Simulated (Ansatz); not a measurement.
```xyz
4

F     0.0933   -0.3542   -1.0028
H    -0.0484    0.4439   -1.4451
F    -0.0629    0.1087    1.6598
H     0.0181   -0.1984    0.7882
```

Geometry: PBE0-D4/def2-TZVP.

Method: RKS PBE0-D4/def2-TZVPPD in Ansatz 0.2.0.

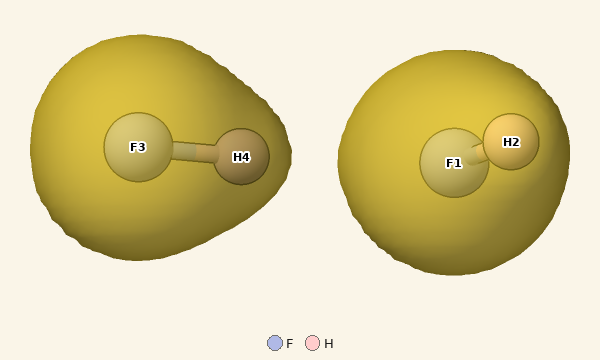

HF···HF (SMILES F.F). Isosurface of the electron density at 0.3 e/Å³ (yellow), seen from one side.

What does this surface tell about the bonding?

At this value the surface falls into two separate pieces. It bridges the sampled F–H (0.92 Å) contacts, where the density stays above the isovalue. It is pinched off along the sampled F···H (1.80 Å) contacts. On the grid the lowest density along these lines, outside the cores, is 0.19 e/Å³ (F···H, 1.80 Å) and 2.5 e/Å³ (F–H, 0.92 Å).
